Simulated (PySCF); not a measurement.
```xyz
11

O     2.3312   -0.3586    0.3797
Si    1.0061    0.1273   -0.4120
N    -0.1544    1.0587    0.4936
Si   -1.5169    0.0305    0.1633
N    -0.3063   -1.0127   -0.5224
H     2.2345   -0.7709    1.2348
H     1.5414    0.6879   -1.6354
H    -0.1225    2.0138    0.7964
H    -2.4743    0.5695   -0.7997
H    -2.1275   -0.5143    1.3721
H    -0.4059   -1.8285   -1.0963
```

Geometry: GFN2-xTB.

Computed with PySCF, PBE0/pcSseg-1, SCF density, gas phase, non-relativistic.

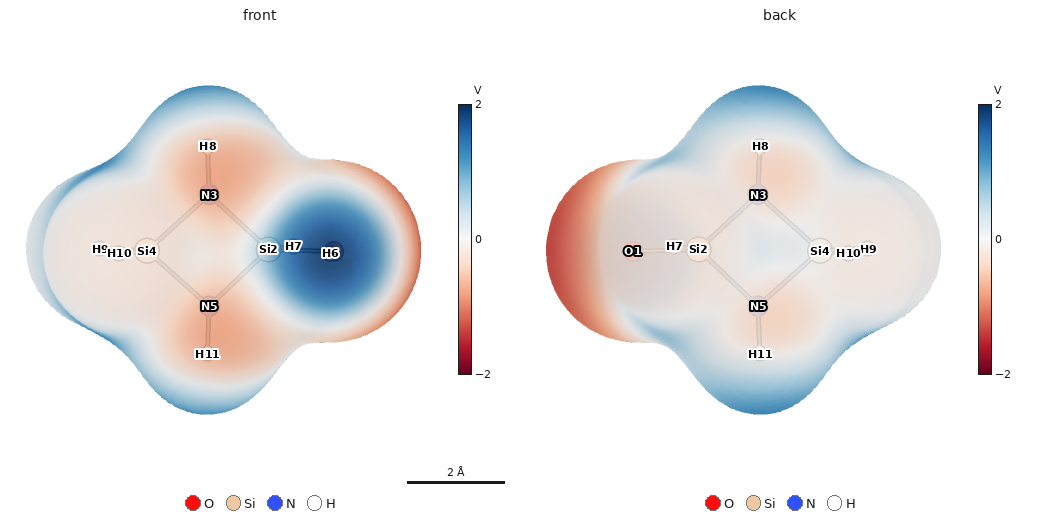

H6N2OSi2. The electrostatic potential painted on the density surface at 0.001 e/bohr³, seen from the front and from behind; the colour scale runs from red (negative) to blue (positive).

Question: Where is the surface potential most negative and most positive?

Answer: The most negative region (about −1.3 V, or −30 kcal/mol for a unit charge) lies over O1, the most positive (about +1.8 V, or +42 kcal/mol for a unit charge) over H6. O1 is the likeliest acceptor of a hydrogen bond.
